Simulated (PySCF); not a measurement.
System: C$_{4}$H$_{2}$F$_{3}$GeN (SMILES N#C[C]1([GeH2][F])C(F)=C1F).

```yaml
atoms:
  - { symbol: N, position_ang: [0.5899, 2.7771, -0.8886] }
  - { symbol: C, position_ang: [0.4749, 1.7054, -0.5035] }
  - { symbol: C, position_ang: [0.2792, 0.3712, -0.0409] }
  - { symbol: Ge, position_ang: [-1.5617, -0.3735, -0.3072] }
  - { symbol: F, position_ang: [-1.2549, -2.0637, -0.0048] }
  - { symbol: C, position_ang: [1.1357, -0.1288, 1.1215] }
  - { symbol: F, position_ang: [1.2784, -0.0392, 2.4185] }
  - { symbol: C, position_ang: [1.4762, -0.5825, -0.0347] }
  - { symbol: F, position_ang: [2.2363, -1.2981, -0.8191] }
  - { symbol: H, position_ang: [-2.0789, -0.3428, -1.7174] }
  - { symbol: H, position_ang: [-2.5697, -0.0223, 0.7503] }
```

Geometry: GFN2-xTB.

These are results of PySCF 2.14.0, B3LYP/def2-SVPD, SCF density, gas phase, not measurements.

Predict the electron density and electron localisation function between the atoms.

Answer. C–C (1.29 Å): ρ is about 2.3 e/Å³ halfway; the ELF peaks at about 0.80 between the atoms; a short, multiple covalent bond.
C–F (1.31 Å): ρ is about 2.5 e/Å³ halfway; the ELF peaks at about 0.85 between the atoms: a shared but strongly polarised pair.

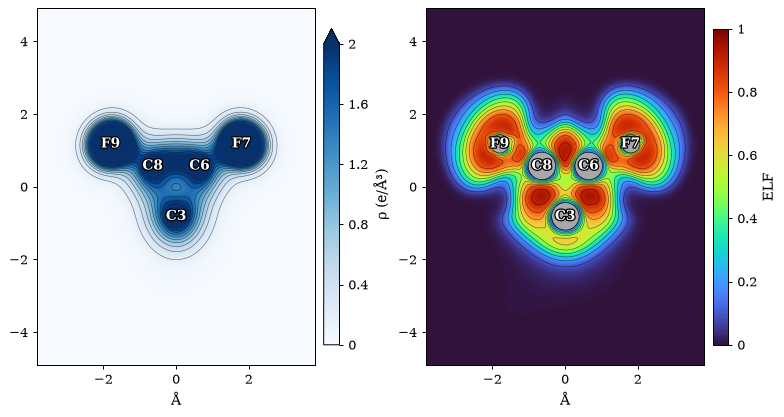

Computed electron density and electron localisation function on the plane of atoms C3, C8 and C6, in this order. Grey discs cover the atomic cores in the ELF map. 
